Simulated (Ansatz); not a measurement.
# CH₅InO: one species, many methods, part 2 of 2

Ansatz 0.2.0, Gaussian basis; functionals in def2-TZVPP, the program's frozen cores in correlated methods.

### Step 14. CAM-B3LYP-D4 (range-separated)

Contents of in.yaml:

```yaml
crystal:
  periodic: [false, false, false]
  atoms:
    - {symbol: C, position_ang: [-0.599876, 1.070029, -0.393565]}
    - {symbol: O, position_ang: [-0.772833, -0.170293, 0.227097]}
    - {symbol: In, position_ang: [0.705187, -1.456603, 0.556939]}
    - {symbol: H, position_ang: [-1.220779, 1.135606, -1.296630]}
    - {symbol: H, position_ang: [0.439320, 1.274031, -0.695120]}
    - {symbol: H, position_ang: [-0.910056, 1.881009, 0.278382]}
    - {symbol: H, position_ang: [2.211226, -0.867397, -0.008997]}
    - {symbol: H, position_ang: [0.147801, -2.866382, 1.331893]}
basis:
  gaussian: {orbitals: def2-TZVPP}
hamiltonian: {xc: {name: CAM-B3LYP}, dispersion: d4}
output: {orbitals: {seedname: orbitals}}
```

Launch:

```bash
> ansatz run in.yaml --threads 4 --pin off --events-out ev --progress --plain --max-ram 10444MiB
```

The log of the run (excerpt; [...] marks lines left out):

```text
Functional definition: CAM-B3LYP
  name "CAM-B3LYP"
  cite "Yanai, Tew & Handy, Chem. Phys. Lett. 393, 51 (2004) doi:10.1016/j.cplett.2004.06.011"
  cite "Iikura, Tsuneda, Yanai & Hirao, J. Chem. Phys. 115, 3540 (2001) doi:10.1063/1.1383587"
  cite "Becke, Phys. Rev. A 38, 3098 (1988) doi:10.1103/PhysRevA.38.3098"
  cite "Lee, Yang & Parr, Phys. Rev. B 37, 785 (1988) doi:10.1103/PhysRevB.37.785"
  cite "Vosko, Wilk & Nusair, Can. J. Phys. 58, 1200 (1980) doi:10.1139/p80-159"
[...]
  # Exact exchange under (alpha + beta erf(omega r))/r, Becke's under what is left of 1/r.
[...]
1091 factors; their error is unknown
294 factors; integrals over basis functions are off by at most 2.2e-5 eV
[...]
mean field -8338.29544023 eV, -306.4267055289 hartree, gradient 4.8e-5 eV, S^2 0.000000; 0 other end points of the search recorded, 0 dependent functions left out
reference -8338.29558559 eV, -306.4267108706 hartree; 20, 20 occupied and 162, 162 virtual orbitals, 1091 factors
Total energy: -8338.39716989 eV, -306.4304440247 hartree
```

It took 1.6 s on 4 threads of Arm Neoverse V2, shared host; peak memory 0.37 GiB.

With the free atoms at this level, -8312.995 eV in sum, the atomisation energy is 585.8 kcal/mol. HOMO -8.74 eV, LUMO -0.76 eV.

### Step 15. LC-ωPBE (range-separated)

in.yaml, as its differences from that of step 14:

```diff
@@ -13,3 +13,3 @@
   gaussian: {orbitals: def2-TZVPP}
-hamiltonian: {xc: {name: CAM-B3LYP}, dispersion: d4}
+hamiltonian: {xc: {name: LC-wPBE}}
 output: {orbitals: {seedname: orbitals}}
```

The command is unchanged.

The log of the run (excerpt; [...] marks lines left out):

```text
Functional definition: LC-wPBE
  name "LC-wPBE"
  cite "Vydrov & Scuseria, J. Chem. Phys. 125, 234109 (2006) doi:10.1063/1.2409292"
  cite "Heyd & Scuseria, J. Chem. Phys. 120, 7274 (2004) doi:10.1063/1.1668634"
  cite "Ernzerhof & Perdew, J. Chem. Phys. 109, 3313 (1998) doi:10.1063/1.476928"
  cite "Perdew, Burke & Ernzerhof, Phys. Rev. Lett. 77, 3865 (1996) doi:10.1103/PhysRevLett.77.3865"
  parent pbe
[...]
1014 factors; their error is unknown
358 factors; integrals over basis functions are off by at most 2.2e-5 eV
[...]
mean field -8339.21118338 eV, -306.4603584690 hartree, gradient 6.9e-5 eV, S^2 0.000000; 0 other end points of the search recorded, 0 dependent functions left out
reference -8339.21118339 eV, -306.4603584693 hartree; 20, 20 occupied and 162, 162 virtual orbitals, 1014 factors
Total energy: -8339.21118339 eV, -306.4603584693 hartree
```

Run time: 1.3 s. Hardware: 4 threads of Arm Neoverse V2, shared host; peak memory 0.25 GiB.

Atomisation energy: 582.7 kcal/mol (free atoms -8313.945 eV, run apart). HOMO -10.05 eV, LUMO 0.34 eV.

### Step 16. ωB97X-V (range-separated)

in.yaml, as its differences from that of step 15:

```diff
@@ -13,3 +13,3 @@
   gaussian: {orbitals: def2-TZVPP}
-hamiltonian: {xc: {name: LC-wPBE}}
+hamiltonian: {xc: {name: wB97X-V}}
 output: {orbitals: {seedname: orbitals}}
```

The command is unchanged.

The log of the run (excerpt; [...] marks lines left out):

```text
Functional definition: wB97X-V
  name "wB97X-V"
  cite "Mardirossian & Head-Gordon, Phys. Chem. Chem. Phys. 16, 9904 (2014) doi:10.1039/C3CP54374A"
  cite "Becke, J. Chem. Phys. 107, 8554 (1997) doi:10.1063/1.475007"
  cite "Vydrov & Van Voorhis, J. Chem. Phys. 133, 244103 (2010) doi:10.1063/1.3521275"
[...]
      + integral(e_c_pw_opposite_spin*poly(b97_u_opposite, cos0, cos1)) + vv10(b, c)
1078 factors; their error is unknown
258 factors; integrals over basis functions are off by at most 2.2e-5 eV
[...]
mean field -8338.57180984 eV, -306.4368619247 hartree, gradient 2.0e-5 eV, S^2 0.000000; 0 other end points of the search recorded, 0 dependent functions left out
reference -8338.57180726 eV, -306.4368618298 hartree; 20, 20 occupied and 162, 162 virtual orbitals, 1078 factors
Total energy: -8338.57180726 eV, -306.4368618298 hartree
```

It took 3.7 s on 4 threads of Arm Neoverse V2, shared host; peak memory 0.42 GiB.

Atomisation energy: 586.3 kcal/mol (free atoms -8313.148 eV, run apart). HOMO -9.73 eV, LUMO 0.21 eV.

### Step 17. ωB97M-V (range-separated)

in.yaml, as its differences from that of step 16:

```diff
@@ -13,3 +13,3 @@
   gaussian: {orbitals: def2-TZVPP}
-hamiltonian: {xc: {name: wB97X-V}}
-output: {orbitals: {seedname: orbitals}}
+hamiltonian: {xc: {name: wB97M-V}}
+output: {forces: true, orbitals: {seedname: orbitals}}
```

The command is unchanged.

The log of the run (excerpt; [...] marks lines left out):

```text
Functional definition: wB97M-V
  name "wB97M-V"
  cite "Mardirossian & Head-Gordon, J. Chem. Phys. 144, 214110 (2016) doi:10.1063/1.4952647"
  cite "Becke, J. Chem. Phys. 107, 8554 (1997) doi:10.1063/1.475007"
  cite "Vydrov & Van Voorhis, J. Chem. Phys. 133, 244103 (2010) doi:10.1063/1.3521275"
  # Of w^i u^j: cxij and so on, Table III.
[...]
  gx(w, u) = 1 - cx + cx01*u + cx10*w
  gss(w, u) = css00 + css04*u^4 + css10*w + css20*w^2 + css43*w^4*u^3
  gos(w, u) = cos00 + cos10*w + (cos20 + cos21*u)*w^2 + (cos60 + cos61*u)*w^6
[...]
      + integral(e_c_pw_mod_opposite_spin*gos(b97_w_opposite, b97_u_opposite)) + vv10(b, c)
1050 factors; their error is unknown
258 factors; integrals over basis functions are off by at most 2.2e-5 eV
[...]
mean field -8337.19962861 eV, -306.3864351944 hartree, gradient 3.1e-5 eV, S^2 0.000000; 0 other end points of the search recorded, 0 dependent functions left out
[...]
reference -8337.19969389 eV, -306.3864375936 hartree; 20, 20 occupied and 162, 162 virtual orbitals, 1050 factors
Total energy: -8337.19969389 eV, -306.3864375936 hartree
Atom 0 at    -0.599876     1.070029    -0.393565 Å, force     0.000573     0.330546    -0.156617 eV/Å
Atom 1 at    -0.772833    -0.170293     0.227097 Å, force    -0.005878    -0.234737     0.112536 eV/Å
Atom 2 at     0.705187    -1.456603     0.556939 Å, force     0.027173    -0.028854     0.008431 eV/Å
Atom 3 at    -1.220779     1.135606    -1.296630 Å, force     0.062117    -0.000502     0.082935 eV/Å
Atom 4 at     0.439320     1.274031    -0.695120 Å, force    -0.079505    -0.026268     0.028363 eV/Å
Atom 5 at    -0.910056     1.881009     0.278382 Å, force     0.031996    -0.071685    -0.067478 eV/Å
Atom 6 at     2.211226    -0.867397    -0.008997 Å, force    -0.087040    -0.048325     0.039250 eV/Å
Atom 7 at     0.147801    -2.866382     1.331893 Å, force     0.050564     0.079824    -0.047420 eV/Å
Dipole moment:     0.334536    -0.115413    -0.008527 e Å
```

It took 5 s on 4 threads of Arm Neoverse V2, shared host; peak memory 0.5 GiB.

Atomisation energy: 584.5 kcal/mol (free atoms -8311.853 eV, run apart). HOMO -9.68 eV, LUMO -0.11 eV.

### Step 18. B2PLYP (double hybrid)

in.yaml, as its differences from that of step 17:

```diff
@@ -13,3 +13,2 @@
   gaussian: {orbitals: def2-TZVPP}
-hamiltonian: {xc: {name: wB97M-V}}
-output: {forces: true, orbitals: {seedname: orbitals}}
+hamiltonian: {xc: {name: B2PLYP}}
```

The command is unchanged.

The log of the run (excerpt; [...] marks lines left out):

```text
Functional definition: B2PLYP
  name "B2PLYP"
  cite "Grimme, J. Chem. Phys. 124, 034108 (2006) doi:10.1063/1.2148954"
  cite "Becke, Phys. Rev. A 38, 3098 (1988) doi:10.1103/PhysRevA.38.3098"
  cite "Lee, Yang & Parr, Phys. Rev. B 37, 785 (1988) doi:10.1103/PhysRevB.37.785"
[...]
1258 factors; integrals over basis functions are off by at most 9.4e-4 eV
[...]
mean field -8325.51514580 eV, -305.9570383711 hartree, gradient 8.2e-6 eV, S^2 0.000000; 0 other end points of the search recorded, 0 dependent functions left out
6 core orbitals not correlated: weight in the atoms' cores, before any rotation towards them, 1.000 or more for the frozen orbitals, at most 0.000 for the correlated occupied ones
reference -8325.51533064 eV, -305.9570451640 hartree; 14, 14 occupied and 162, 162 virtual orbitals, 1258 factors
second order -23.49459439 eV of doubles, -0.00000000 eV of singles
Total energy: -8331.85887112 eV, -306.1901659770 hartree
```

Run time: 2.6 s. Hardware: 4 threads of Arm Neoverse V2, shared host; peak memory 0.4 GiB.

Atomisation energy: 574.4 kcal/mol (free atoms -8306.952 eV, run apart).

### Step 19. PBE-QIDH (double hybrid)

in.yaml, as its differences from that of step 18:

```diff
@@ -13,2 +13,2 @@
   gaussian: {orbitals: def2-TZVPP}
-hamiltonian: {xc: {name: B2PLYP}}
+hamiltonian: {xc: {name: PBE-QIDH}}
```

The command is unchanged.

The log of the run (excerpt; [...] marks lines left out):

```text
Functional definition: PBE-QIDH
  name "PBE-QIDH"
  cite "Brémond, Sancho-García, Pérez-Jiménez & Adamo, J. Chem. Phys. 141, 031101 (2014) doi:10.1063/1.4890314"
  cite "Perdew, Burke & Ernzerhof, Phys. Rev. Lett. 77, 3865 (1996) doi:10.1103/PhysRevLett.77.3865"
[...]
1258 factors; integrals over basis functions are off by at most 9.4e-4 eV
[...]
mean field -8323.20759867 eV, -305.8722375785 hartree, gradient 5.3e-6 eV, S^2 0.000000; 0 other end points of the search recorded, 0 dependent functions left out
6 core orbitals not correlated: weight in the atoms' cores, before any rotation towards them, 1.000 or more for the frozen orbitals, at most 0.000 for the correlated occupied ones
reference -8323.20761378 eV, -305.8722381336 hartree; 14, 14 occupied and 162, 162 virtual orbitals, 1258 factors
second order -21.80366467 eV of doubles, -0.00000000 eV of singles
Total energy: -8330.47550200 eV, -306.1393280995 hartree
```

It took 2.5 s on 4 threads of Arm Neoverse V2, shared host; peak memory 0.39 GiB.

Atomisation energy: 574.8 kcal/mol (free atoms -8305.549 eV, run apart).

### Step 20. Frontier levels by functional

Dipoles come from the runs that computed forces. Levels are read from the orbital files that the runs wrote:

```csv
functional,HOMO (eV),LUMO (eV),gap (eV),dipole (D)
LDA (SPW92),-6.07,-2.46,3.61,
PBE-D4,-5.90,-2.22,3.68,1.38
revPBE-D4,-5.83,-2.12,3.71,
BLYP-D4,-5.83,-2.20,3.63,
r2SCAN-D4,-6.14,-1.94,4.20,1.50
B97M-V,-6.27,-2.25,4.02,
PBE0-D4,-7.29,-1.52,5.77,
B3LYP-D4,-7.09,-1.81,5.28,1.59
r2SCANh-D4,-6.67,-1.70,4.97,
r2SCAN0-D4,-7.48,-1.35,6.14,
HSE06-D4,-6.88,-1.88,5.01,
BHLYP-D4,-8.70,-0.94,7.77,
CAM-B3LYP-D4,-8.74,-0.76,7.98,
LC-ωPBE,-10.05,0.34,10.39,
ωB97X-V,-9.73,0.21,9.94,
ωB97M-V,-9.68,-0.11,9.57,1.70
```

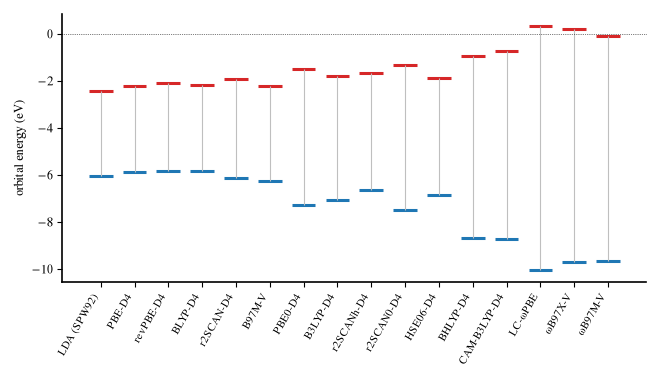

Highest occupied (blue) and lowest empty (red) level by functional.

### Step 21. CCSD(T) in def2-SVP

in.yaml, as its differences from that of step 19:

```diff
@@ -12,3 +12,3 @@
 basis:
-  gaussian: {orbitals: def2-TZVPP}
-hamiltonian: {xc: {name: PBE-QIDH}}
+  gaussian: {orbitals: def2-SVP}
+correlation: {method: ccsd_t}
```

The command is unchanged.

The log of the run (excerpt; [...] marks lines left out):

```text
Functional definition: HF
  name "HF"
  cite "Fock, Z. Phys. 61, 126 (1930) doi:10.1007/BF01340294"
  parent pbe
[...]
870 factors; integrals over basis functions are off by at most 1.4e-3 eV
[...]
mean field -8291.98003835 eV, -304.7246459033 hartree, gradient 1.6e-6 eV, S^2 0.000000; 0 other end points of the search recorded, 0 dependent functions left out
6 core orbitals not correlated: weight in the atoms' cores, before any rotation towards them, 1.000 or more for the frozen orbitals, at most 0.000 for the correlated occupied ones
reference -8291.98003835 eV, -304.7246459033 hartree; 14, 14 occupied and 59, 59 virtual orbitals, 870 factors
second order -11.59327557 eV of doubles, -0.00000000 eV of singles
cycle   1  -12.04997138 eV  change   -4.6e-1 eV  update   1.0e-1
[...]
cycle  10  -12.55577795 eV  change   -5.6e-6 eV  update   2.7e-5
perturbative correction -0.33292584 eV, -0.0122347989 hartree
Total energy: -8304.86874213 eV, -305.1982970310 hartree
```

Run time: 1.8 s. Hardware: 4 threads of Arm Neoverse V2, shared host; peak memory 0.27 GiB.

### Step 22. CCSD(T) in def2-TZVPP

in.yaml, as its differences from that of step 21:

```diff
@@ -12,3 +12,4 @@
 basis:
-  gaussian: {orbitals: def2-SVP}
+  gaussian: {orbitals: def2-TZVPP}
 correlation: {method: ccsd_t}
+output: {orbitals: {seedname: orbitals}}
```

Launched as before.

The log of the run (excerpt; [...] marks lines left out):

```text
Functional definition: HF
  name "HF"
  cite "Fock, Z. Phys. 61, 126 (1930) doi:10.1007/BF01340294"
  parent pbe
[...]
1258 factors; integrals over basis functions are off by at most 9.4e-4 eV
[...]
mean field -8296.00517965 eV, -304.8725671179 hartree, gradient 2.3e-6 eV, S^2 0.000000; 0 other end points of the search recorded, 0 dependent functions left out
6 core orbitals not correlated: weight in the atoms' cores, before any rotation towards them, 1.000 or more for the frozen orbitals, at most 0.000 for the correlated occupied ones
reference -8296.00517965 eV, -304.8725671179 hartree; 14, 14 occupied and 162, 162 virtual orbitals, 1258 factors
second order -19.40804779 eV of doubles, -0.00000000 eV of singles
cycle   1  -19.27197667 eV  change    1.4e-1 eV  update   1.2e-1
[...]
cycle  11  -19.91208298 eV  change    2.8e-5 eV  update   1.5e-5
perturbative correction -0.66910223 eV, -0.0245890533 hartree
Total energy: -8316.58636486 eV, -305.6289117239 hartree
```

It took 37 s on 4 threads of Arm Neoverse V2, shared host; peak memory 2 GiB.

### Step 23. MP2 in def2-QZVPP

in.yaml, as its differences from that of step 22:

```diff
@@ -12,4 +12,3 @@
 basis:
-  gaussian: {orbitals: def2-TZVPP}
-correlation: {method: ccsd_t}
-output: {orbitals: {seedname: orbitals}}
+  gaussian: {orbitals: "def2-QZVPP.json"}
+correlation: {method: mp2}
```

The command is unchanged.

The log of the run:

```text
Functional definition: HF
  name "HF"
  cite "Fock, Z. Phys. 61, 126 (1930) doi:10.1007/BF01340294"
  parent pbe
  exchange = exact_x
  correlation = 0
2103 factors; integrals over basis functions are off by at most 7.1e-4 eV
mean field evaluation 1: about -8292.4579 eV, gradient 4.1e1 eV
mean field evaluation 2: about -8292.5538 eV, gradient 4.1e1 eV
mean field evaluation 4: about -8296.1594 eV, gradient 3.7e0 eV
mean field evaluation 8: about -8296.2127 eV, gradient 2.2e-1 eV
mean field -8296.21291695 eV, -304.8802013228 hartree, gradient 2.3e-6 eV, S^2 0.000000; 0 other end points of the search recorded, 0 dependent functions left out
6 core orbitals not correlated: weight in the atoms' cores, before any rotation towards them, 1.000 or more for the frozen orbitals, at most 0.000 for the correlated occupied ones
reference -8296.21291695 eV, -304.8802013228 hartree; 14, 14 occupied and 326, 326 virtual orbitals, 2103 factors
second order -25.37231800 eV of doubles, -0.00000000 eV of singles
Total energy: -8321.58523494 eV, -305.8126168112 hartree
```

It took 7.5 s on 4 threads of Arm Neoverse V2, shared host; peak memory 1.3 GiB.

Energy pieces by basis (eV):

```csv
basis,HF,MP2 correlation,CCSD correlation,(T),total
def2-SVP,-8291.9800,-11.5933,-12.5558,-0.3329,-8304.8687
def2-TZVPP,-8296.0052,-19.4080,-19.9121,-0.6691,-8316.5864
def2-QZVPP,-8296.2129,-25.3723,,,-8321.5852 (MP2)
```

The report of the def2-TZVPP run gives T1 = 0.0170.

### Step 24. From triple and quadruple zeta to the limit

This step is arithmetic on the last runs, with X = 3 and 4: exp(−7.88√X) for Hartree-Fock, X^−2.97 for correlation; only MP2 was run in the larger set, so CCSD(T) minus MP2 is added from the smaller one.

```
  level  energy at the limit (eV)
     HF                -8296.2415
    MP2                -8326.0318
   CCSD                -8326.5359
CCSD(T)                -8327.2050
```

This is no true limit for total energies: MP2 correlation changes by a factor of 1.31 from triple to quadruple zeta (about 1.07 in light molecules), because outer-core shells are correlated in sets not made for them. Much of that cancels between molecule and atoms or ions.

### Step 25. RPA on PBE orbitals

in.yaml, as its differences from that of step 23:

```diff
@@ -12,3 +12,4 @@
 basis:
-  gaussian: {orbitals: "def2-QZVPP.json"}
-correlation: {method: mp2}
+  gaussian: {orbitals: def2-TZVPP}
+hamiltonian: {xc: pbe}
+correlation: {method: rpa}
```

Launched as before.

The log of the run (excerpt; [...] marks lines left out):

```text
Functional definition: PBE
  name "PBE"
  cite "Perdew, Burke & Ernzerhof, Phys. Rev. Lett. 77, 3865 (1996) doi:10.1103/PhysRevLett.77.3865"
  parent pbe
[...]
1258 factors; integrals over basis functions are off by at most 9.4e-4 eV
[...]
mean field -8336.33616824 eV, -306.3547036112 hartree, gradient 3.0e-6 eV, S^2 0.000000; 2 other end points of the search recorded, 0 dependent functions left out
6 core orbitals not correlated: weight in the atoms' cores, before any rotation towards them, 1.000 or more for the frozen orbitals, at most 0.000 for the correlated occupied ones
reference -8294.59681259 eV, -304.8208105831 hartree; 14, 14 occupied and 162, 162 virtual orbitals, 1258 factors
Total energy: -8324.99956534 eV, -305.9380911389 hartree
```

Wall time 3.8 s (4 threads of Arm Neoverse V2, shared host); peak memory 0.39 GiB.

RPA correlation: -30.403 eV. No RPA run of the hydrogen atom was made, so RPA has no atomisation energy below.

### Step 26. All levels against the reference

Free atoms (1 C, 1 O, 1 In, 5 H) were run apart at each level; the atomisation energy is their sum less the molecule, without zero-point or spin-orbit terms.

Differences are taken before rounding.

| method | rung | atomisation energy (kcal/mol) | from CCSD(T)/CBS (kcal/mol) | time |
| --- | --- | --- | --- | --- |
| LDA (SPW92) | LDA | 669.9 | +83.9 | 0.7 s |
| PBE-D4 | GGA | 588.6 | +2.6 | 1.3 s |
| revPBE-D4 | GGA | 573.5 | -12.6 | 1.1 s |
| BLYP-D4 | GGA | 579.0 | -7.1 | 1.2 s |
| r2SCAN-D4 | meta-GGA | 583.5 | -2.5 | 2.5 s |
| B97M-V | meta-GGA | 586.5 | +0.5 | 5.5 s |
| PBE0-D4 | hybrid | 577.5 | -8.5 | 1.4 s |
| B3LYP-D4 | hybrid | 579.8 | -6.2 | 2.2 s |
| r2SCANh-D4 | hybrid | 579.1 | -6.9 | 2.5 s |
| r2SCAN0-D4 | hybrid | 572.9 | -13.1 | 2.4 s |
| HSE06-D4 | hybrid | 577.8 | -8.2 | 1.5 s |
| BHLYP-D4 | hybrid | 562.6 | -23.5 | 1.6 s |
| CAM-B3LYP-D4 | range-separated | 585.8 | -0.2 | 1.6 s |
| LC-ωPBE | range-separated | 582.7 | -3.4 | 1.3 s |
| ωB97X-V | range-separated | 586.3 | +0.3 | 3.7 s |
| ωB97M-V | range-separated | 584.5 | -1.5 | 5 s |
| B2PLYP | double hybrid | 574.4 | -11.6 | 2.6 s |
| PBE-QIDH | double hybrid | 574.8 | -11.2 | 2.5 s |
| HF/def2-TZVPP | wavefunction | 411.3 | -174.8 |  |
| MP2/def2-TZVPP | wavefunction | 572.5 | -13.5 |  |
| CCSD/def2-TZVPP | wavefunction | 562.5 | -23.6 |  |
| CCSD(T)/def2-SVP | wavefunction | 550.0 | -36.0 | 1.8 s |
| CCSD(T)/def2-TZVPP | wavefunction | 570.9 | -15.1 | 37 s |
| MP2/CBS | wavefunction | 587.6 | +1.6 |  |
| CCSD(T)/CBS | wavefunction | 586.0 | 0 | 45 s |

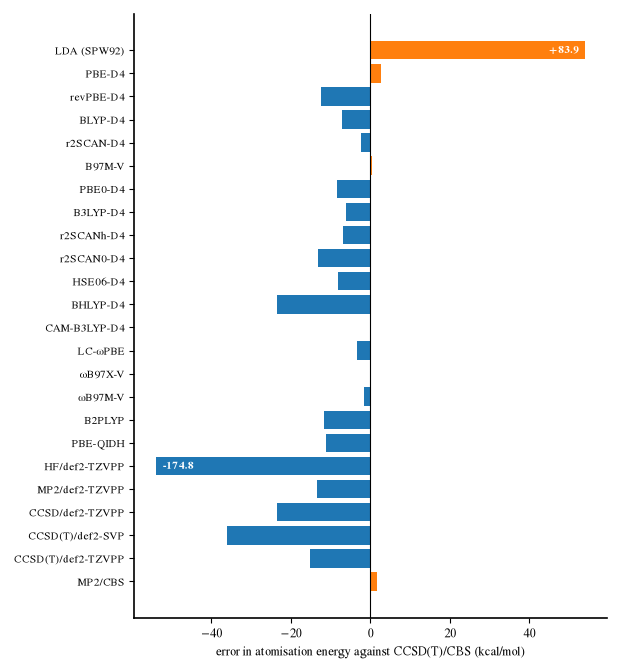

Error of each method against CCSD(T)/CBS. Bars with a number in them are cut short.

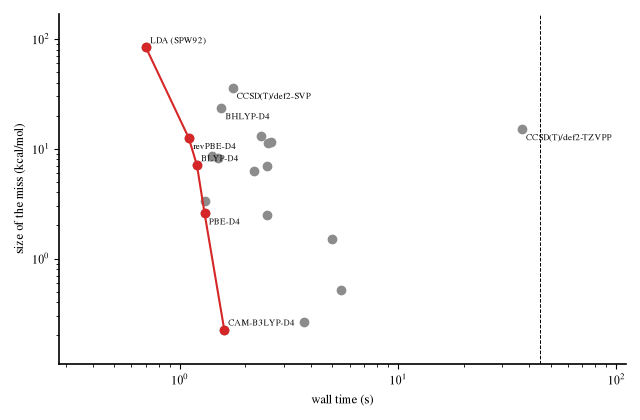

Accuracy for the time spent; red marks the levels that beat every quicker one drawn (of those quicker than the yardstick), and the dashed line is the time of CCSD(T)/CBS. Only those levels and the largest misses are named. Times are from a shared host.

LDA (SPW92), LC-ωPBE, B2PLYP, PBE-QIDH carry no dispersion term (for B3LYP, D4 adds 4.4 kcal/mol).

Times are those of the molecule's run; HF, MP2 and CCSD come out of the CCSD(T) runs, and the limit's time is the sum of the runs that it needs.

### Step 27. Summary of results

What follows sums up all 2 parts.

| quantity | value |
| --- | --- |
| atomisation energy, CCSD(T)/CBS | 586.0 kcal/mol |
| functionals within 5.9 kcal/mol (1.0 %) | PBE-D4, r2SCAN-D4, B97M-V, CAM-B3LYP-D4, LC-ωPBE, ωB97X-V, ωB97M-V |
| farthest beyond LDA | BHLYP-D4 (-23.5 kcal/mol) |
| mean size of error, GGA | 7.4 kcal/mol |
| mean size of error, meta-GGA | 1.5 kcal/mol |
| mean size of error, hybrid | 11.1 kcal/mol |
| mean size of error, range-separated | 1.3 kcal/mol |
| mean size of error, double hybrid | 11.4 kcal/mol |
| gap, smallest and largest | 3.61 eV (LDA (SPW92)), 10.39 eV (LC-ωPBE) |
| T1 diagnostic | 0.0170 |
| triples share of the correlation energy | 3.3 % |

In words: LDA overbinds by 83.9 kcal/mol (14 %). PBE-D4 is off by +2.6 kcal/mol. Double hybrids carry the basis error of their MP2 part in triple zeta, and no dispersion term here, so their miss is partly the set-up's. The rungs range-separated, meta-GGA miss on average by less than the doubt on the reference (5.9 kcal/mol), so they tie. The reference freezes the cores and leaves out spin-orbit coupling and excitations past (T), and its outer-core shells are covered unevenly, so misses under about 5.9 kcal/mol can't be ranked. All levels share the lack of spin-orbit coupling, which lowers the free heavy atoms and so the true binding. Hartree-Fock recovers 70 % of the binding; the rest is correlation. CCSD(T) in def2-SVP is off by -36.0 kcal/mol, more than most functionals: a good method in a small basis is no reference. The gap grows from 3.6 to 10.4 eV across the functionals, mostly with the share of exact exchange. Correlated methods include outer-core shells of In, which these sets cover unevenly.

For cost: CAM-B3LYP-D4 gets within 0.2 kcal/mol in 1.6 s, where CCSD(T)/CBS took 45 s; the quickest level in the cost chart, LDA (SPW92), takes 0.7 s and misses by 83.9 kcal/mol.
